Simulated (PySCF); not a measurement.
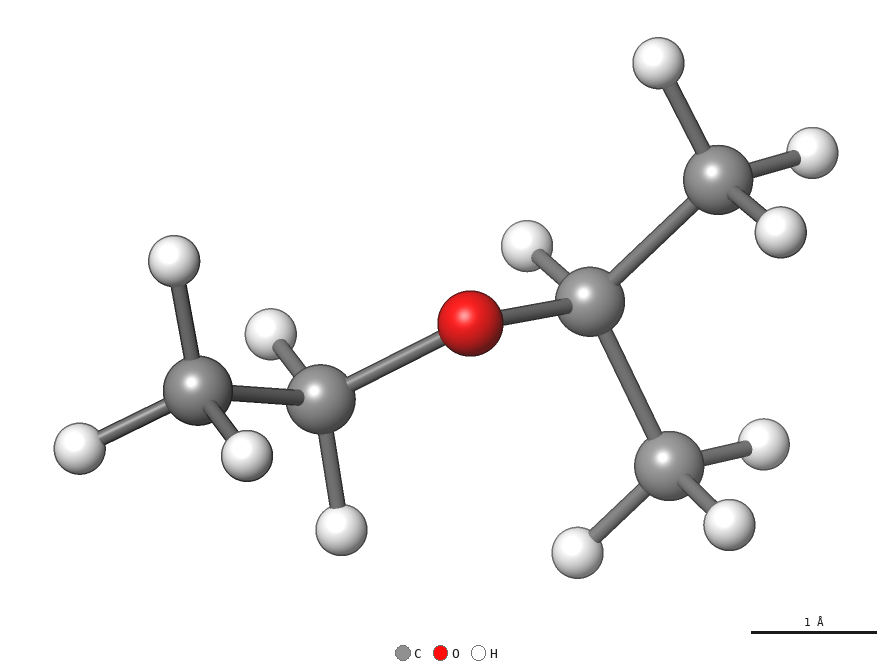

The picture shows a molecular structure as a ball-and-stick model. Every bond is drawn as one stick, whatever its order.

Identify the structure.

The molecule is C₅H₁₂O. Its SMILES string is `CCOC(C)C`. It has no ring. Among its groups: ether. This geometry has C1 symmetry. Coordination: 5 C tetrahedral; 1 O bent.

The parts below concern this one geometry. Atoms keep their numbers from picture to picture. The geometry was computed by an optimisation with PBE0-D3(BJ)/def2-TZVP. No frequency run is at hand to confirm it as a minimum.

Dipole moment

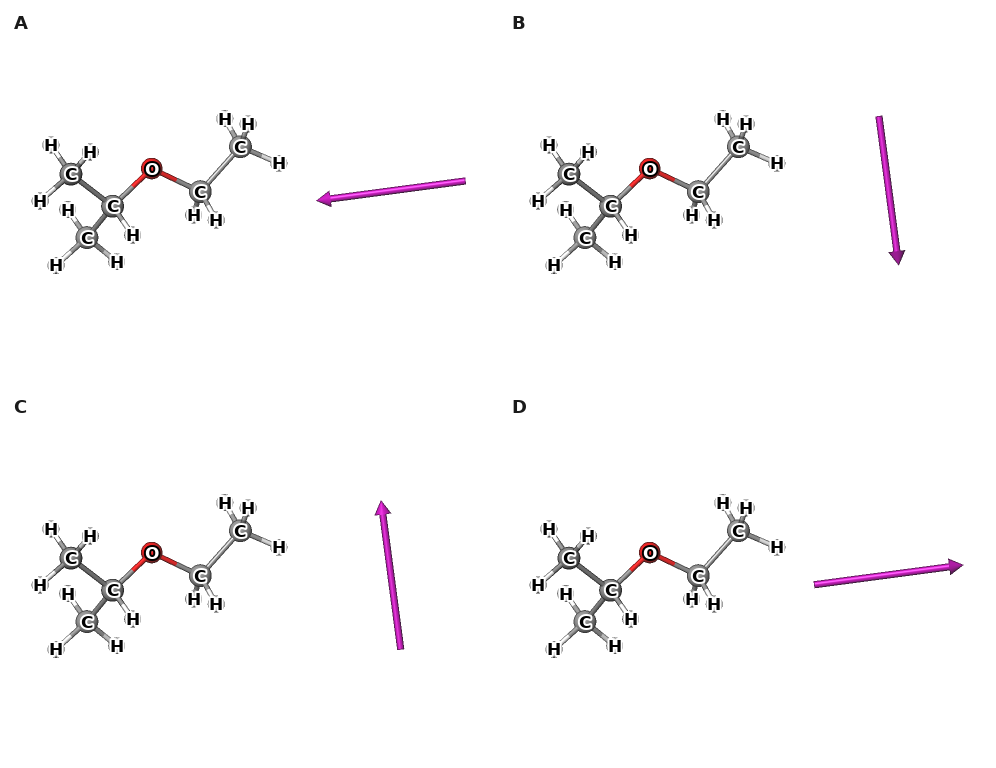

The same molecule four times, each with an arrow. No frequency run is at hand to confirm it as a minimum. Properties computed with ωB97X-D/pcSseg-2, gas phase (PySCF 2.14.0).

Question: Which arrow points along the dipole moment, from the negative to the positive end?

Answer: B. The dipole moment is 1.18 D.

NMR shielding

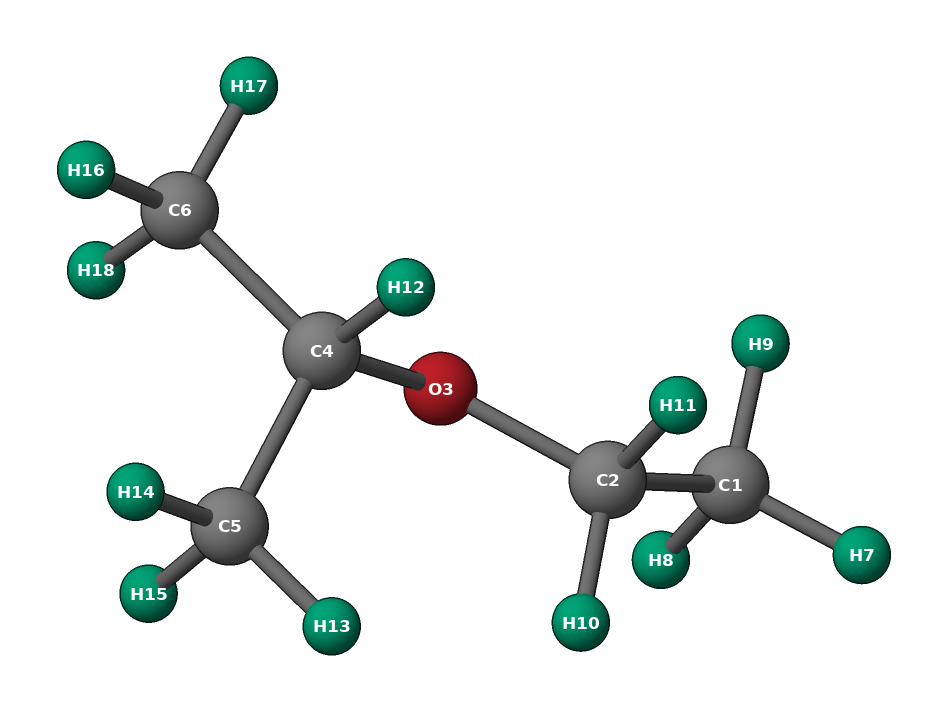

The questions are on isotropic NMR shieldings of the C atoms. No frequency run is at hand to confirm it as a minimum. Level of theory: GIAO B97-2/pcSseg-2 NMR shielding, non-relativistic, gas phase (PySCF 2.14.0).

Give the isotropic NMR shieldings of the C atoms atom by atom.

```csv
atom,σ (ppm)
C1,166.9
C2,116.6
C4,108.0
C5,164.1
C6,159.2
```

Charges

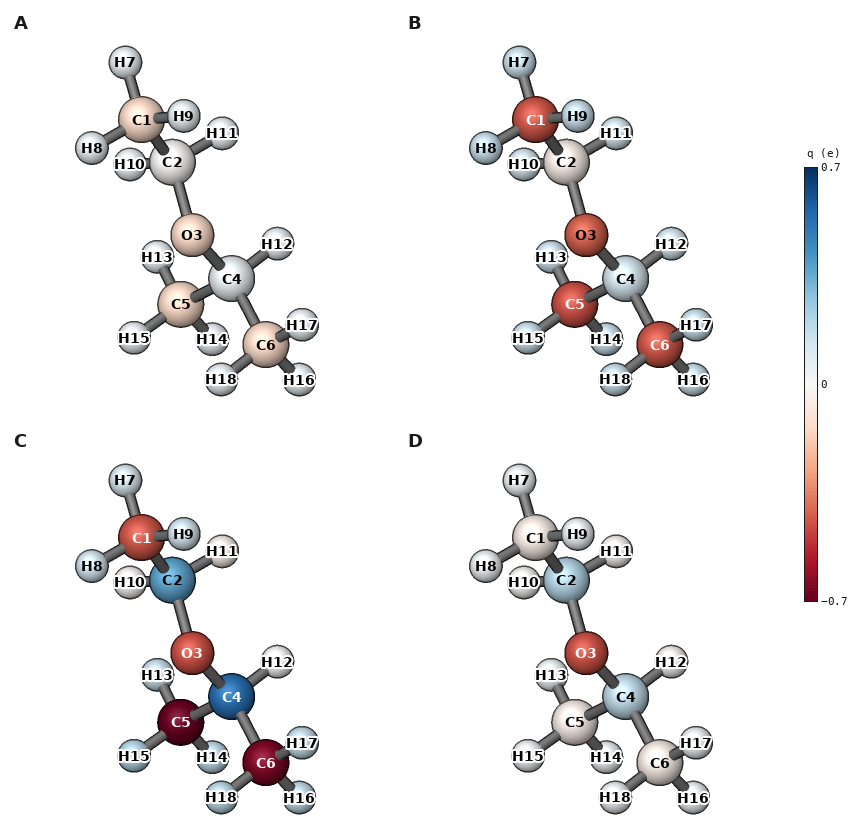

Atomic charges of one calculation by 4 schemes, on one colour scale. No frequency run is at hand to confirm it as a minimum. Level of theory: PBE0/pcSseg-2 (PySCF 2.14.0).

Question: The schemes are ESP-fitted, Hirshfeld, IAO, Mulliken. Which panel shows which?

Answer: A Hirshfeld, B IAO, C ESP-fitted, D Mulliken.

List the charges (e), one line for each set of equivalent atoms.

```tsv
atom	Hirshfeld	IAO	ESP-fitted	Mulliken
C1	−0.13	−0.43	−0.44	−0.05
C2	−0.01	−0.04	0.37	0.20
O3	−0.14	−0.41	−0.44	−0.44
C4	0.04	0.11	0.53	0.17
C5	−0.13	−0.45	−0.70	−0.04
C6	−0.13	−0.43	−0.65	−0.04
H7	0.05	0.15	0.10	0.02
H8	0.05	0.15	0.12	0.03
H9	0.04	0.15	0.12	0.03
H10	0.03	0.11	−0.01	−0.01
H11	0.03	0.11	−0.04	−0.01
H12	0.03	0.11	0.00	−0.02
H13	0.04	0.14	0.15	0.03
H14	0.05	0.15	0.17	0.03
H15	0.04	0.15	0.20	0.03
H16	0.04	0.14	0.17	0.02
H17	0.04	0.15	0.16	0.04
H18	0.04	0.15	0.18	0.02
```

Mulliken values depend strongly on the basis set and can even reverse the polarity of a bond.
